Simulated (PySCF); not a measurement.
Species, as SMILES: ClCCl.
Geometry (B3LYP-D3(BJ)/def2-TZVP, fixed):
```
C
H 1 1.0832
H 1 1.0832 2 111.91
Cl 1 1.7804 2 108.02 3 118.77
Cl 1 1.7804 2 108.02 3 -118.77
```

Basis-set convergence of the lowest singlet excitation energy at PBE with PySCF. Tamm-Dancoff approximation; the state is taken by its order, and sets in which it differs in degeneracy or brightness are left out, yet its character can still change. All functions are spherical. Density fitting with generated auxiliary sets. In sets without p functions on hydrogen, species with hydrogen take exact integrals. No added dispersion term, no relativity. Reference: the value in aug-pcseg-2, 6.017 eV, itself unsure by roughly 0.024 eV (its distance from aug-cc-pV(T+d)Z). Deviations are taken from unrounded values. Cost is core time over that of def2-SVP, rough, on shared machines of one kind; a dash marks a row that isn't timed (too short, read off another run, short of memory, by another algorithm or on other hardware).

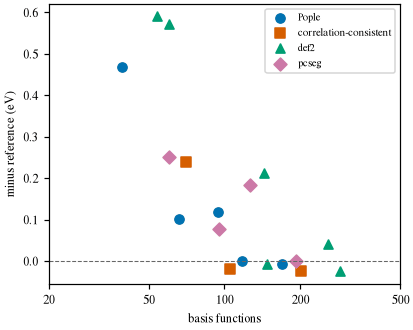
Figure: Deviation from the reference against the number of basis functions, by family of sets.

| basis | functions | lowest singlet excitation energy (eV) | minus reference (eV) | cost |
|---|---|---|---|---|
| 3-21G | 39 | 6.486 | 0.469 | - |
| def2-SV(P) | 54 | 6.608 | 0.590 | - |
| def2-SVP | 60 | 6.590 | 0.573 | 1× |
| pcseg-1 | 60 | 6.269 | 0.252 | 1× |
| 6-31+G* | 66 | 6.120 | 0.103 | - |
| cc-pV(D+d)Z | 70 | 6.257 | 0.239 | 1× |
| 6-311+G** | 94 | 6.137 | 0.119 | 2× |
| aug-pcseg-1 | 95 | 6.095 | 0.078 | 2× |
| aug-cc-pV(D+d)Z | 105 | 5.998 | -0.019 | 2× |
| 6-311++G(2d,2p) | 117 | 6.018 | 0.001 | 2× |
| pcseg-2 | 126 | 6.200 | 0.183 | 4× |
| def2-TZVPP | 143 | 6.230 | 0.213 | 5× |
| def2-TZVPD | 147 | 6.011 | -0.006 | 6× |
| 6-311++G(3df,3pd) | 169 | 6.009 | -0.008 | 5× |
| aug-pcseg-2 | 192 | 6.017 | 0.000 | 5× |
| aug-cc-pV(T+d)Z | 202 | 5.993 | -0.024 | 6× |
| def2-QZVPP | 257 | 6.059 | 0.042 | 9× |
| def2-QZVPPD | 287 | 5.994 | -0.023 | 10× |
